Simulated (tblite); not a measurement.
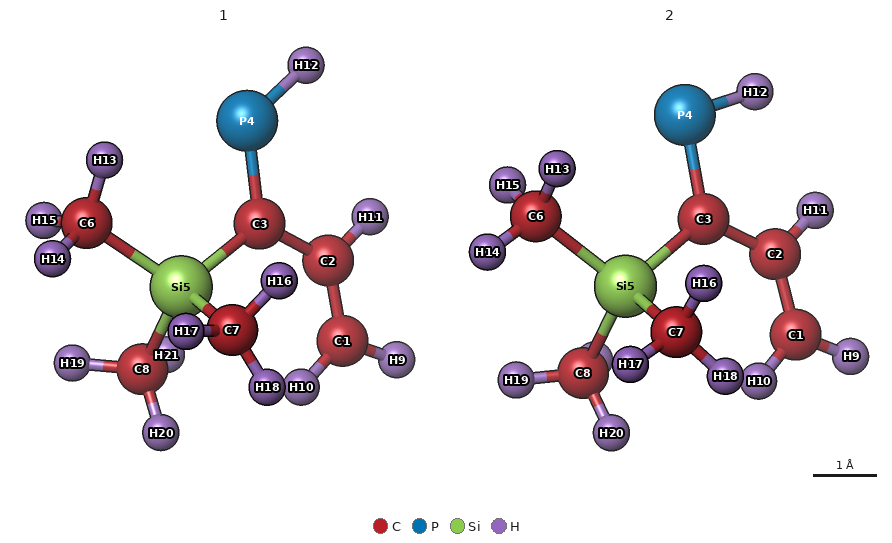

Two geometries of C₆H₁₃PSi, drawn at one scale. One is the start of a relaxation, the other its converged end. Style: ball-and-stick. Shown at a tilt.

All numbers below come from tblite, GFN2-xTB geometry optimisation, gas phase. 

Which geometry has the lower energy?

Answer. Structure 2 is the relaxed one. After 96 geometry steps the energy has fallen by 20.6 kcal/mol. The atom that moves furthest after the best rigid fit is H15 (0.64 Å). By element the largest moves are H 0.64 Å, P 0.26 Å, C 0.17 Å, Si 0.05 Å. Near-neighbour distances that change, for instance: C3–Si5 1.848 → 1.907 Å, C7–H16 1.136 → 1.086 Å, P4–H12 1.462 → 1.414 Å, Si5–C7 1.868 → 1.910 Å. Bond angles that change, for instance: C3–P4–H12 120.6° → 97.5°, H17–C7–H18 115.1° → 107.7°, Si5–C7–H16 105.0° → 111.0°. Groups turn about Si5–C7 by about 25°, Si5–C6 by about 25°. Cost: 1.5 s on 1 thread of Arm Neoverse N1, with other jobs on the host.
